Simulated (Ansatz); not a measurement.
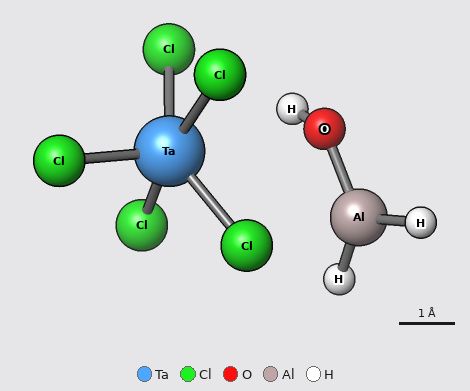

**Figure 1.** The starting structure (ball-and-stick view, seen at a tilt). Sticks mark near contacts. Bond lengths as drawn: Al–H 1.59 to 1.60 Å, Al–O 1.75 Å, Cl–Ta 2.27 to 2.43 Å and H–O 0.99 Å.

Geometry relaxation of AlTaH3Cl5O (part 1 of 2)

System: AlTaH3Cl5O.
Method: RKS PBE/def2-SVP (Ansatz 0.2.0).

It belongs to a series of runs on one base structure; here: end point A relaxed.

Input file
```yaml
crystal:
  periodic: [false, false, false]
  atoms:
    - { symbol: Ta, position_ang: [-0.100003, 0.193418, 0.099185] }
    - { symbol: Cl, position_ang: [2.286406, 0.535245, 0.4054] }
    - { symbol: Cl, position_ang: [-0.410878, 0.726886, 2.341408] }
    - { symbol: Cl, position_ang: [0.423774, -0.737544, -1.975823] }
    - { symbol: Cl, position_ang: [-1.055017, 2.083236, -0.713312] }
    - { symbol: Cl, position_ang: [-1.741094, -1.497337, 0.318452] }
    - { symbol: O, position_ang: [1.326325, -2.38266, 1.352882] }
    - { symbol: Al, position_ang: [0.162539, -3.600421, 0.862838] }
    - { symbol: H, position_ang: [0.245385, -4.258133, -0.588954] }
    - { symbol: H, position_ang: [-0.715522, -4.14175, 2.073076] }
    - { symbol: H, position_ang: [2.082186, -1.994341, 0.849049] }
basis:
  gaussian: { orbitals: def2-SVP }
hamiltonian:
  xc: pbe
relax:
  f_tol: 0.03
  max_steps: 50
```

Machine: 4 threads of Arm Neoverse V2, 24 GiB of memory available, shared host.

Launched with:
```bash
ansatz run input.yaml --threads 4 --pin off --max-ram 5120MiB --backend cpu --events-out ev --progress --plain --runs-dir out
```

Output
```
The last accepted step is kept in [file] (removed where the run ends without a failure and the disk answers)
Engine: ansatz 0.2.0, aarch64-unknown-linux-gnu
Functional definition: PBE
  parameter kappa = 0.804
  parameter beta = 0.06672455060314922
  exchange = pbe_x(kappa = kappa, mu = beta*pi^2/3)
  correlation = pbe_c(beta = beta)
1789 factors; their error is unknown
mean field evaluation 1: about -72805.2359 eV, gradient 6.3e1 eV
mean field evaluation 2: about -72460.9116 eV, gradient 2.6e2 eV
mean field evaluation 4: about -72809.2933 eV, gradient 4.2e1 eV
mean field evaluation 8: about -72813.3857 eV, gradient 4.2e-1 eV
mean field evaluation 16: about -72813.2825 eV, gradient 2.4e-3 eV
mean field -72813.28246283 eV, -2675.8387758935 hartree, gradient 1.8e-5 eV, S^2 0.000000; 0 other end points of the search recorded, 0 dependent functions left out
the calculation of the forces begins
reference -72813.28253400 eV, -2675.8387785090 hartree; 61, 61 occupied and 108, 108 virtual orbitals, 1789 factors
relax step   1: F+E_penalty+E_count = -72813.28246283 eV  Δ(F+E_penalty+E_count) = +0.000e0 eV  max|allowed force component| = 1.421e0 eV/Å  Δτ_max = 0.0000 Å  (34 SCF iters, accepted)
these checks for a lower state are left out or cut short: starts, cluster_reference, orbital_swaps, neighbouring_geometries, increment
1789 factors; their error is unknown
mean field -72813.52798733 eV, -2675.8477987526 hartree, gradient 1.7e-5 eV, S^2 0.000000; 0 other end points of the search recorded, 0 dependent functions left out
[... from here on the field's lines of each further geometry are left out, up to the last ...]
relax step   2: F+E_penalty+E_count = -72813.52798733 eV  Δ(F+E_penalty+E_count) = -2.455e-1 eV  max|allowed force component| = 1.016e0 eV/Å  Δτ_max = 0.1949 Å  (37 SCF iters, accepted)
relax step   3: F+E_penalty+E_count = -72813.82397108 eV  Δ(F+E_penalty+E_count) = -2.960e-1 eV  max|allowed force component| = 1.475e0 eV/Å  Δτ_max = 0.1952 Å  (37 SCF iters, accepted)
relax step   4: F+E_penalty+E_count = -72814.18609011 eV  Δ(F+E_penalty+E_count) = -3.621e-1 eV  max|allowed force component| = 9.037e-1 eV/Å  Δτ_max = 0.1950 Å  (37 SCF iters, accepted)
relax step   5: F+E_penalty+E_count = -72814.36546959 eV  Δ(F+E_penalty+E_count) = -1.794e-1 eV  max|allowed force component| = 1.277e0 eV/Å  Δτ_max = 0.1948 Å  (44 SCF iters, accepted)
relax step   6: F+E_penalty+E_count = -72814.45755019 eV  Δ(F+E_penalty+E_count) = -9.208e-2 eV  max|allowed force component| = 5.804e-1 eV/Å  Δτ_max = 0.1321 Å  (37 SCF iters, accepted)
relax step   7: F+E_penalty+E_count = -72814.48765981 eV  Δ(F+E_penalty+E_count) = -3.011e-2 eV  max|allowed force component| = 1.350e-1 eV/Å  Δτ_max = 0.1001 Å  (38 SCF iters, accepted)
relax step   8: F+E_penalty+E_count = -72814.49760856 eV  Δ(F+E_penalty+E_count) = -9.949e-3 eV  max|allowed force component| = 3.227e-1 eV/Å  Δτ_max = 0.1032 Å  (33 SCF iters, accepted)
relax step   9: F+E_penalty+E_count = -72814.48860303 eV  Δ(F+E_penalty+E_count) = +9.006e-3 eV  max|allowed force component| = 8.990e-1 eV/Å  Δτ_max = 0.0809 Å  (32 SCF iters, rejected (line search))
relax step  10: F+E_penalty+E_count = -72814.50802867 eV  Δ(F+E_penalty+E_count) = -1.042e-2 eV  max|allowed force component| = 1.320e-1 eV/Å  Δτ_max = 0.0405 Å  (32 SCF iters, accepted)
relax step  11: F+E_penalty+E_count = -72814.51232833 eV  Δ(F+E_penalty+E_count) = -4.300e-3 eV  max|allowed force component| = 3.530e-2 eV/Å  Δτ_max = 0.0584 Å  (33 SCF iters, accepted)
relax step  12: F+E_penalty+E_count = -72814.51327409 eV  Δ(F+E_penalty+E_count) = -9.458e-4 eV  max|allowed force component| = 3.042e-2 eV/Å  Δτ_max = 0.0468 Å  (32 SCF iters, accepted)
relax step  13: F+E_penalty+E_count = -72814.51344943 eV  Δ(F+E_penalty+E_count) = -1.753e-4 eV  max|allowed force component| = 1.073e-1 eV/Å  Δτ_max = 0.0333 Å  (32 SCF iters, accepted)
relax step  14: F+E_penalty+E_count = -72814.51379612 eV  Δ(F+E_penalty+E_count) = -3.467e-4 eV  max|allowed force component| = 3.686e-2 eV/Å  Δτ_max = 0.0102 Å  (33 SCF iters, accepted)
relax step  15: F+E_penalty+E_count = -72814.51367313 eV  Δ(F+E_penalty+E_count) = +1.230e-4 eV  max|allowed force component| = 5.232e-2 eV/Å  Δτ_max = 0.0120 Å  (33 SCF iters, rejected (line search))
relax step  16: F+E_penalty+E_count = -72814.51392047 eV  Δ(F+E_penalty+E_count) = -1.244e-4 eV  max|allowed force component| = 3.815e-2 eV/Å  Δτ_max = 0.0057 Å  (33 SCF iters, accepted)
the calculation of the forces begins
reference -72814.51406249 eV, -2675.8840363461 hartree; 61, 61 occupied and 108, 108 virtual orbitals, 1789 factors
relax step  17: F+E_penalty+E_count = -72814.51399193 eV  Δ(F+E_penalty+E_count) = -7.146e-5 eV  max|allowed force component| = 9.829e-3 eV/Å  Δτ_max = 0.0087 Å  (33 SCF iters, accepted)
1789 factors; their error is unknown
mean field evaluation 160: about -72814.5140 eV, gradient 2.4e-3 eV
```

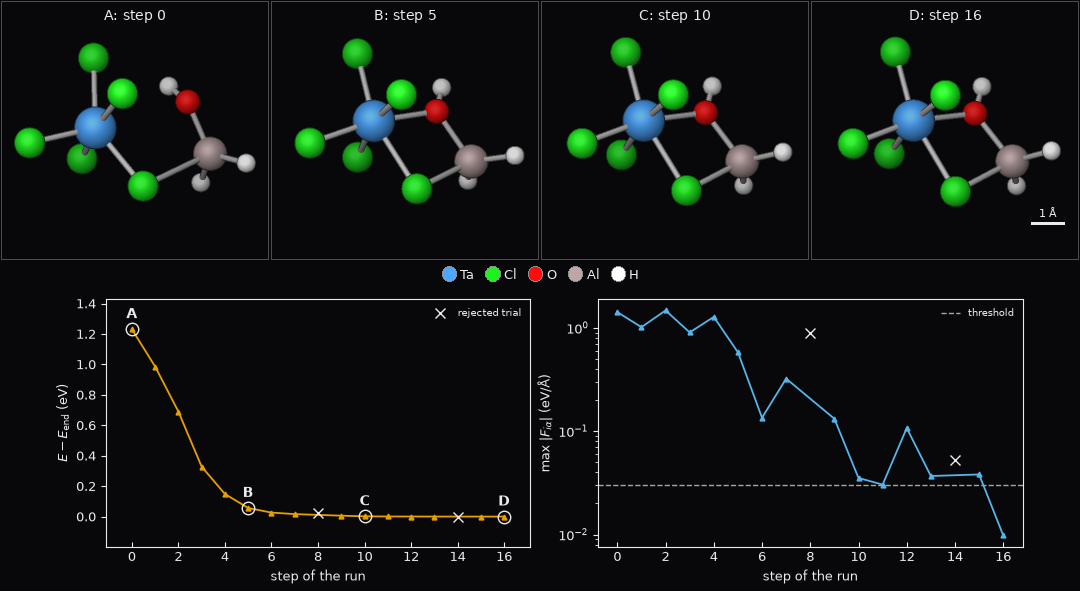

**Figure 2.** Frames of the relaxation (ball-and-stick view, seen at a tilt) above the curves, on which the letters mark them (the first geometry is step 0 here and step 1 in the log).

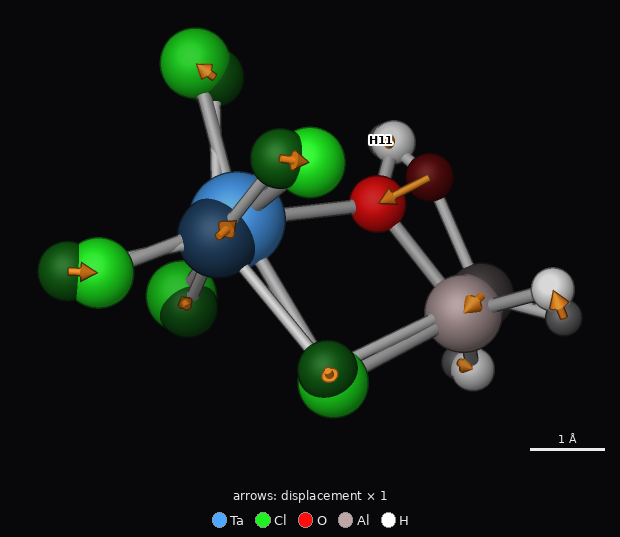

**Figure 3.** Start (faint) and end (solid) with the displacements as orange arrows, at true length (ball-and-stick view, seen at a tilt). The two geometries are laid on each other by the best rigid fit. The atom that moves furthest after the best rigid fit is O7 (0.79 Å). By element the largest moves are O 0.79 Å, Cl 0.44 Å, H 0.44 Å, Ta 0.43 Å, Al 0.43 Å. Among the contacts that change: Ta1–O7 3.200 → 2.128 Å, Cl6–Al8 2.888 → 2.336 Å, Ta1–Cl6 2.366 → 2.588 Å, O7–Al8 1.754 → 1.885 Å. New bonds form: Ta1–O7 (3.20 → 2.13 Å). Among the angles that change: Cl2–Ta1–Cl6 140.3° → 162.4°, Cl6–Al8–H10 91.6° → 109.3°, Cl5–Ta1–Cl6 109.7° → 93.6°. The energy falls by 1.232 eV in 16 geometry steps. The largest force component goes from 1.4 to 0.0098 eV/Å. The line search rejected the trial steps at points 8, 14 (counted from 0) and went back. (Atoms are counted from 1 in the order of the input.)

```
mean field -72814.51399193 eV, -2675.8840337531 hartree, gradient 1.1e-5 eV, S^2 0.000000; 1 other end points of the search recorded, 0 dependent functions left out
the calculation of the forces begins
reference -72814.51406249 eV, -2675.8840363461 hartree; 61, 61 occupied and 108, 108 virtual orbitals, 1789 factors
Total energy: -72814.51406249 eV, -2675.8840363461 hartree
Atom 0 at     0.253053    -0.050969     0.179563 Å, force    -0.003403    -0.001866    -0.000812 eV/Å
Atom 1 at     2.357765     0.861377     0.433328 Å, force     0.001944     0.000117     0.000769 eV/Å
Atom 2 at    -0.327124     0.298718     2.429851 Å, force    -0.000082    -0.000101    -0.000221 eV/Å
Atom 3 at     0.636335    -0.680595    -2.051618 Å, force     0.000014     0.000854     0.000204 eV/Å
Atom 4 at    -1.049756     1.730831    -0.489597 Å, force    -0.000655     0.001750    -0.000166 eV/Å
Atom 5 at    -1.718912    -1.725988     0.120400 Å, force     0.000953     0.001315    -0.000925 eV/Å
Atom 6 at     1.033924    -1.943290     0.760429 Å, force     0.007843     0.002940     0.000396 eV/Å
Atom 7 at    -0.198750    -3.369440     0.787179 Å, force    -0.008729    -0.009829    -0.000333 eV/Å
Atom 8 at     0.061438    -4.364638    -0.428284 Å, force     0.002290     0.003620     0.003126 eV/Å
Atom 9 at    -0.520617    -3.807476     2.283821 Å, force     0.003205     0.002414    -0.000913 eV/Å
Atom 10 at     1.976745    -2.021932     0.999127 Å, force    -0.003380    -0.001214    -0.001124 eV/Å
Dipole moment:     0.422535    -0.126856     0.123752 e Å
```

Trajectory as extended XYZ (Å, eV, eV/Å), 17 frames, from step=1 to step=17
```
11
Properties=species:S:1:pos:R:3:forces:R:3 step=1 energy=-72813.28246
Ta   -0.1000    0.1934    0.0992    1.4208  -0.2559   0.5062
Cl    2.2864    0.5352    0.4054   -1.1572   0.0012  -0.1864
Cl   -0.4109    0.7269    2.3414   -0.0024  -0.0132  -0.0255
Cl    0.4238   -0.7375   -1.9758    0.0151  -0.0473  -0.0780
Cl   -1.0550    2.0832   -0.7133    0.0006   0.0011  -0.0164
Cl   -1.7411   -1.4973    0.3185    0.0088  -0.0146   0.0088
O     1.3263   -2.3827    1.3529    0.1987   0.7158  -0.5870
Al    0.1625   -3.6004    0.8628    0.0091   0.0211   0.0620
H     0.2454   -4.2581   -0.5890    0.0073   0.0303  -0.0230
H    -0.7155   -4.1418    2.0731   -0.0058  -0.0070  -0.0156
H     2.0822   -1.9943    0.8490   -0.4950  -0.4317   0.3550
11
Properties=species:S:1:pos:R:3:forces:R:3 step=2 energy=-72813.52799
Ta   -0.0314    0.1417    0.1362    0.1484  -0.4063   0.2171
Cl    2.2215    0.5653    0.3915    0.3657   0.2478   0.0050
Cl   -0.3932    0.7099    2.3587   -0.0623   0.0143   0.1724
Cl    0.4444   -0.7603   -1.9707    0.0185  -0.1128  -0.1413
Cl   -1.0135    2.0271   -0.6893    0.0577  -0.0511   0.0257
Cl   -1.7199   -1.5091    0.3296   -0.1407  -0.2672   0.0406
O     1.2142   -2.2430    1.2761    0.8713   0.9245  -0.8139
Al    0.1604   -3.5959    0.8627   -0.4241   0.1285  -0.0924
H     0.2502   -4.2539   -0.5894    0.1052  -0.0224   0.0441
H    -0.7173   -4.1347    2.0739    0.0763  -0.0549   0.0149
H     2.0887   -2.0204    0.8449   -1.0159  -0.4005   0.5279
11
Properties=species:S:1:pos:R:3:forces:R:3 step=3 energy=-72813.82397
Ta    0.0260    0.0572    0.1817    0.2199  -0.3740   0.1604
Cl    2.2480    0.6175    0.3871    0.4557   0.2080   0.0311
Cl   -0.4029    0.6938    2.3827   -0.0233  -0.0614   0.1197
Cl    0.4487   -0.7923   -1.9710    0.0346  -0.1049  -0.0163
Cl   -0.9641    1.9483   -0.6546    0.0590  -0.1194   0.0504
Cl   -1.7316   -1.5482    0.3374   -0.1394  -0.4478   0.0854
O     1.1239   -2.1072    1.1689    1.3371   1.0584  -0.9086
Al    0.1169   -3.5387    0.8449   -0.7353  -0.0163  -0.1806
H     0.2640   -4.2508   -0.5790    0.1273   0.0162   0.0880
H    -0.7059   -4.1199    2.0775    0.1390  -0.0225   0.0281
H     2.0811   -2.0332    0.8487   -1.4747  -0.1364   0.5424
11
Properties=species:S:1:pos:R:3:forces:R:3 step=4 energy=-72814.18609
Ta    0.0839   -0.0148    0.2186    0.3851  -0.1470   0.0553
Cl    2.2851    0.6571    0.3877    0.3469   0.1611   0.0369
Cl   -0.4011    0.6568    2.4049   -0.0032  -0.0985   0.0966
Cl    0.4643   -0.8345   -1.9605    0.0228  -0.0746  -0.0011
Cl   -0.9264    1.8723   -0.6229   -0.0028  -0.0654   0.0067
Cl   -1.7357   -1.5970    0.3510   -0.1332  -0.5564   0.0901
O     1.0511   -1.9788    1.0415    0.8133   0.5211  -0.4291
Al    0.0543   -3.4719    0.8188   -0.9037  -0.0395  -0.2127
H     0.2807   -4.2418   -0.5656    0.1157   0.0691   0.1103
H    -0.6826   -4.0994    2.0860    0.2046   0.0379   0.0363
H     2.0307   -2.0213    0.8647   -0.8454   0.1921   0.2107
```
